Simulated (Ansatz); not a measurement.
# F2HOSSi radical: one species, many methods

Aim: compute F2HOSSi radical with functionals from several rungs and with coupled cluster. The yardstick is the atomisation energy at the CCSD(T) limit.

Computed with Ansatz 0.2.0, Gaussian basis. Level: functionals in def2-TZVPP, the program's frozen cores in correlated methods.

Levels to be run: LDA (SPW92), PBE-D4, revPBE-D4, BLYP-D4, r2SCAN-D4, B97M-V, PBE0-D4, B3LYP-D4, r2SCANh-D4, r2SCAN0-D4, HSE06-D4, BHLYP-D4, CAM-B3LYP-D4, LC-ωPBE, ωB97X-V, ωB97M-V, B2PLYP, PBE-QIDH; CCSD(T)/def2-SVP; CCSD(T)/def2-TZVPP; MP2/def2-QZVPP; extrapolation to the limit; RPA on PBE.

### Step 1. The geometry

An earlier PBE0-D4 in a triple-zeta def2 set relaxation fixed the geometry.

6 atoms, charge 0, spin multiplicity 2.

Atoms are counted from 1 here; the program's logs count them from 0.

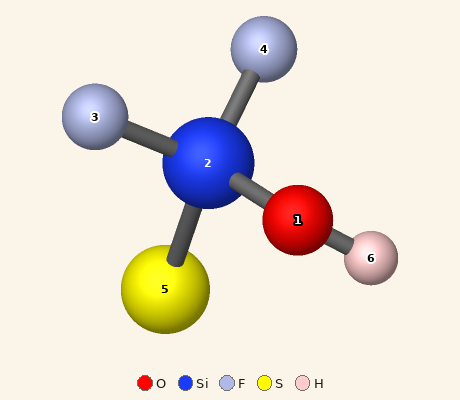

The structure; oxygen red, silicon blue, fluorine light blue, sulfur yellow, hydrogen pink; atoms are numbered from 1 in the order of the file.

Coordinates:

```xyz
6
charge 0, multiplicity 2
O    -0.6562    0.0761    1.1253
Si    0.3294   -0.1138   -0.1400
F     1.7784   -0.1972    0.4689
F     0.0852   -1.4681   -0.9175
S     0.0976    1.4374   -1.5431
H    -1.5922    0.2018    0.9602
```

### Step 2. LDA

This LDA is Slater exchange with PW92 correlation.

in.yaml reads:

```yaml
crystal:
  periodic: [false, false, false]
  atoms:
    - {symbol: O, position_ang: [-0.656246, 0.076057, 1.125347]}
    - {symbol: Si, position_ang: [0.329441, -0.113839, -0.139954]}
    - {symbol: F, position_ang: [1.778356, -0.197244, 0.468863]}
    - {symbol: F, position_ang: [0.085155, -1.468126, -0.917473]}
    - {symbol: S, position_ang: [0.097609, 1.437354, -1.543072]}
    - {symbol: H, position_ang: [-1.592215, 0.201798, 0.960189]}
basis:
  gaussian: {orbitals: def2-TZVPP}
magnetization: {spin_polarized: true, initial_magnetization: 1}
hamiltonian: {xc: lda}
output: {orbitals: {seedname: orbitals}}
```

On the command line:

```sh
$ ansatz run in.yaml --threads 4 --pin off --events-out ev --progress --plain --max-ram 10444MiB
```

After this run come: PBE-D4 (GGA); revPBE-D4 (GGA); BLYP-D4 (GGA); r2SCAN-D4 (meta-GGA); B97M-V (meta-GGA); PBE0-D4 (hybrid); B3LYP-D4 (hybrid); r2SCANh-D4 (hybrid); r2SCAN0-D4 (hybrid); HSE06-D4 (hybrid); BHLYP-D4 (hybrid); CAM-B3LYP-D4 (range-separated); LC-ωPBE (range-separated); ωB97X-V (range-separated); ωB97M-V (range-separated); B2PLYP (double hybrid); PBE-QIDH (double hybrid); CCSD(T) in def2-SVP; CCSD(T) in def2-TZVPP; MP2 in def2-QZVPP; RPA on PBE orbitals.

**Question.** What will the summary of the whole plan be? Wanted: atomisation energy, CCSD(T)/CBS; farthest beyond LDA; mean size of error, GGA; mean size of error, meta-GGA; mean size of error, hybrid; mean size of error, range-separated; mean size of error, double hybrid; gap, smallest and largest; T1 diagnostic.

As calculated:

| quantity | value |
| --- | --- |
| atomisation energy, CCSD(T)/CBS | 2433.6 kJ/mol |
| functionals within 12.2 kJ/mol (0.5 %) | r2SCAN-D4, B97M-V, ωB97X-V, ωB97M-V |
| farthest beyond LDA | BHLYP-D4 (-138.4 kJ/mol) |
| mean size of error, GGA | 36.3 kJ/mol |
| mean size of error, meta-GGA | 2.6 kJ/mol |
| mean size of error, hybrid | 62.5 kJ/mol |
| mean size of error, range-separated | 13.8 kJ/mol |
| mean size of error, double hybrid | 48.8 kJ/mol |
| gap, smallest and largest | 0.10 eV (LDA (SPW92)), 8.42 eV (LC-ωPBE) |
| T1 diagnostic | 0.0131 |
| triples share of the correlation energy | 3.2 % |

In words: LDA overbinds by 377.9 kJ/mol (16 %). PBE-D4 is off by +24.4 kJ/mol. Double hybrids carry the basis error of their MP2 part in triple zeta, and no dispersion term here, so their miss is partly the set-up's. By mean error the best rung here is meta-GGA (2.6 kJ/mol) and the worst beyond LDA is hybrid (62.5 kJ/mol). The mean of the hybrids holds BHLYP, with half exact exchange. Misses under about 12.2 kJ/mol are within the doubt on the reference itself, which lacks core-valence correlation, relativity and higher excitations. Hartree-Fock recovers 71 % of the binding; the rest is correlation. CCSD(T) in def2-SVP is off by -269.3 kJ/mol, which most functionals beat. Orbital gaps span 0.1 to 8.4 eV; exact exchange widens them.
